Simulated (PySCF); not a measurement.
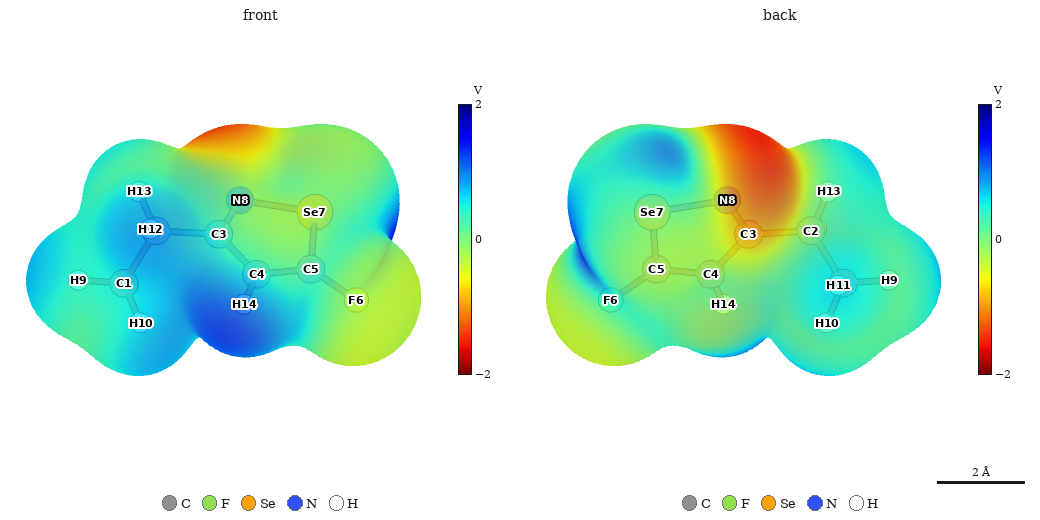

C5H6FNSe (SMILES CCc1cc(F)[se]n1). The molecular electrostatic potential painted on the density surface at 0.002 e/bohr³, seen from the front and from behind; red is negative and blue positive.

Geometry: GFN2-xTB.

Theory: PySCF 2.14.0, PBE0/def2-SVPD, SCF density, gas phase.

```yaml
atoms:
  - { symbol: C, position_ang: [-1.8800, -0.1124, -0.5894] }
  - { symbol: C, position_ang: [-1.0986, 0.2900, 0.6624] }
  - { symbol: C, position_ang: [0.3608, 0.4115, 0.3590] }
  - { symbol: C, position_ang: [1.1926, -0.7118, 0.1002] }
  - { symbol: C, position_ang: [2.4625, -0.3175, -0.1783] }
  - { symbol: F, position_ang: [3.4880, -1.1166, -0.4606] }
  - { symbol: Se, position_ang: [2.6328, 1.5328, -0.1169] }
  - { symbol: N, position_ang: [0.9002, 1.5968, 0.2983] }
  - { symbol: H, position_ang: [-2.9390, -0.1931, -0.3587] }
  - { symbol: H, position_ang: [-1.5339, -1.0711, -0.9683] }
  - { symbol: H, position_ang: [-1.7501, 0.6342, -1.3687] }
  - { symbol: H, position_ang: [-1.2418, -0.4612, 1.4423] }
  - { symbol: H, position_ang: [-1.4560, 1.2521, 1.0291] }
  - { symbol: H, position_ang: [0.8618, -1.7340, 0.1274] }
```

### Which sites attract a positive test charge, and which a negative one?

A positive charge is drawn to the negative regions and a negative charge to the positive ones. The most negative region (about −1.5 V) lies over N8, the most positive (about +1.4 V) over Se7 and H14. N8 is the likeliest acceptor of a hydrogen bond.

### What dipole moment does the calculation give?

Its dipole moment is 1.47 D.
